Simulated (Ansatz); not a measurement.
# ClHInS radical: a few dozen steps of dynamics

Aim: follow ClHInS radical for 50 steps with a Langevin thermostat (300 K) and see how far bonds stretch and how energy moves between motion and potential.

The runs use Ansatz 0.2.0, Gaussian basis; r2SCAN/def2-SVP with rVV10 dispersion.

**1. Structure used throughout**

An earlier PBE0-D4 in a triple-zeta def2 set relaxation fixed the geometry. In takes the def2 core potential; no spin-orbit term is included.

SMILES `[SH][In][Cl]`, 4 atoms, charge 0, spin multiplicity 2.

Atoms are counted from 1 here; the program's logs count them from 0.

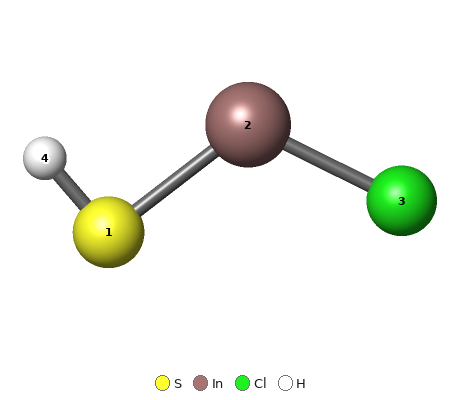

The geometry (sulfur yellow, indium brown, chlorine green, hydrogen white); atoms are numbered from 1 in the order of the file.

**2. The run**

File in.yaml:

```yaml
crystal:
  periodic: [false, false, false]
  atoms:
    - {symbol: S, position_ang: [-1.358506, 0.036699, -0.523008]}
    - {symbol: In, position_ang: [0.934726, 0.261962, 0.247500]}
    - {symbol: Cl, position_ang: [1.895785, -1.672436, 1.193712]}
    - {symbol: H, position_ang: [-1.416505, 1.313374, -0.938504]}
basis:
  gaussian: {orbitals: def2-SVP}
magnetization: {spin_polarized: true, initial_magnetization: 1}
hamiltonian: {xc: {name: r2SCAN}, dispersion: rvv10}
md: {timestep: 0.5 fs, n_steps: 50, ensemble: nvt_langevin, temperature: 300, initial_velocities: maxwell_boltzmann, friction: 0.01, seed: 375}
```

The run is started by

```bash
$ ansatz run in.yaml --threads 2 --pin off --events-out ev --progress --plain --max-ram 32768MiB --backend cpu
```

The log of the run, cut to the lines that bear on the results:

```text
Functional definition: r2SCAN+rVV10
  name "r2SCAN+rVV10"
  cite "Furness, Kaplan, Ning, Perdew & Sun, J. Phys. Chem. Lett. 11, 8208 (2020) doi:10.1021/acs.jpclett.0c02405"
  cite "Furness, Kaplan, Ning, Perdew & Sun, J. Phys. Chem. Lett. 11, 9248 (2020) doi:10.1021/acs.jpclett.0c03077"
  cite "Vydrov & Van Voorhis, J. Chem. Phys. 133, 244103 (2010) doi:10.1063/1.3521275"
  cite "Sabatini, Gorni & de Gironcoli, Phys. Rev. B 87, 041108(R) (2013) doi:10.1103/PhysRevB.87.041108"
  cite "Ning et al., Phys. Rev. B 106, 075422 (2022) doi:10.1103/PhysRevB.106.075422"
  parent "r2scan"
[...]
774 factors; their error is unknown
[...]
mean field -28540.80968601 eV, -1048.8554103054 hartree, gradient 7.7e-5 eV, S^2 0.755028; 0 other end points of the search recorded, 0 dependent functions left out
[...]
reference -28540.80970176 eV, -1048.8554108840 hartree; 28, 27 occupied and 39, 40 virtual orbitals, 774 factors
md step     0: t =     0.00 fs  T =   225.0 K  F+E_penalty+E_count = -28540.80968601 eV  E_kin = 0.116334 eV  (30 SCF iters)
[...]
md step    12: t =     6.00 fs  T =   254.5 K  F+E_penalty+E_count = -28540.81091805 eV  E_kin = 0.131597 eV  (37 SCF iters)
[...]
md step    24: t =    12.00 fs  T =   144.8 K  F+E_penalty+E_count = -28540.78834894 eV  E_kin = 0.074850 eV  (28 SCF iters)
[...]
md step    36: t =    18.00 fs  T =   147.0 K  F+E_penalty+E_count = -28540.76627880 eV  E_kin = 0.075981 eV  (28 SCF iters)
[...]
md step    48: t =    24.00 fs  T =   142.2 K  F+E_penalty+E_count = -28540.75373715 eV  E_kin = 0.073539 eV  (28 SCF iters)
[...]
md step    49: t =    24.50 fs  T =   133.6 K  F+E_penalty+E_count = -28540.75581377 eV  E_kin = 0.069098 eV  (28 SCF iters)
[...]
md step    50: t =    25.00 fs  T =   120.5 K  F+E_penalty+E_count = -28540.75976748 eV  E_kin = 0.062313 eV  (44 SCF iters)
Total energy: -28540.75978319 eV, -1048.8535764106 hartree
Atom 0 at    -1.406899    -0.031428    -0.573095 Å, force     0.291886    -0.849897     0.179696 eV/Å
Atom 1 at     0.928884     0.294471     0.216167 Å, force     0.133506    -0.673601     0.320553 eV/Å
Atom 2 at     1.925922    -1.702307     1.275627 Å, force    -0.311434     0.652812    -0.369350 eV/Å
Atom 3 at    -1.620770     1.265325    -0.714773 Å, force    -0.113957     0.870686    -0.130899 eV/Å
Dipole moment:    -0.043763     0.736213    -0.212951 e Å
```

Wall time 5.3 min (2 threads, shared host).

**3. Frames and traces**

One row in 4; energies are counted from the first frame:

| time (fs) | T (K) | potential (meV) | In2–Cl3 (Å) |
| --- | --- | --- | --- |
| 0.0 | 225 | 0.0 | 2.358 |
| 2.0 | 278 | -4.9 | 2.373 |
| 4.0 | 235 | -1.7 | 2.387 |
| 6.0 | 255 | -1.2 | 2.401 |
| 8.0 | 228 | 1.9 | 2.414 |
| 10.0 | 173 | 18.4 | 2.426 |
| 12.0 | 145 | 21.3 | 2.437 |
| 14.0 | 150 | 18.4 | 2.446 |
| 16.0 | 160 | 33.4 | 2.454 |
| 18.0 | 147 | 43.4 | 2.460 |
| 20.0 | 184 | 31.7 | 2.464 |
| 22.0 | 192 | 38.4 | 2.468 |
| 24.0 | 142 | 55.9 | 2.471 |

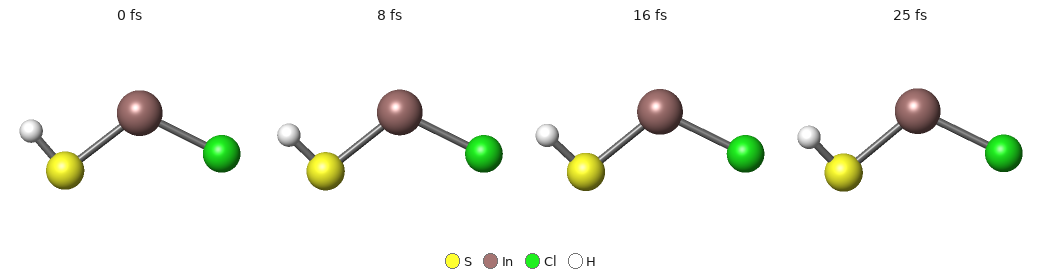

Four frames; sticks are those of the first frame.

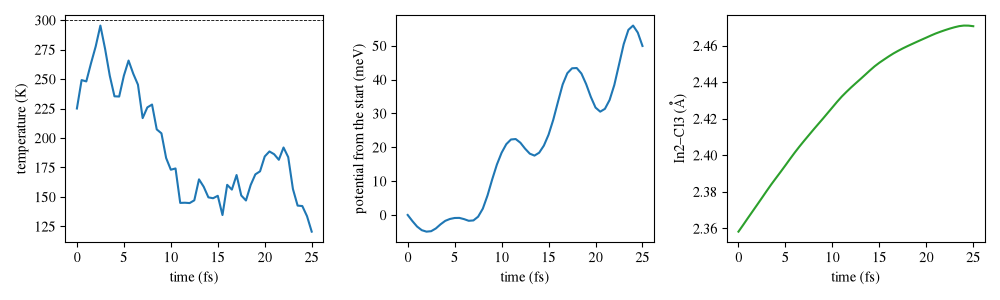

Temperature (the set value dashed), potential energy and the bond that swings most.

Positions (Å) and forces (eV/Å) at 25.0 fs:

```xyz
4

S    -1.407   -0.031   -0.573    0.292   -0.850    0.180
In    0.929    0.294    0.216    0.134   -0.674    0.321
Cl    1.926   -1.702    1.276   -0.311    0.653   -0.369
H    -1.621    1.265   -0.715   -0.114    0.871   -0.131
```

**4. What came out**

```
                         quantity                          value
                           length             50 steps of 0.5 fs
temperature, first and last frame                     225, 121 K
         temperature, second half  mean 160 K, from 121 to 192 K
           swing of the potential                         61 meV
                 range of In2–Cl3               2.358 to 2.471 Å
```

What this shows: The temperature starts at 225 K and ranges from 121 to 295 K; in so small a system it swings widely. The first value differs from the one set because the log counts other degrees of freedom than the draw of velocities did. In2–Cl3 swings most, by 0.11 Å; no bond breaks. A run of 25 fs gives no averages.
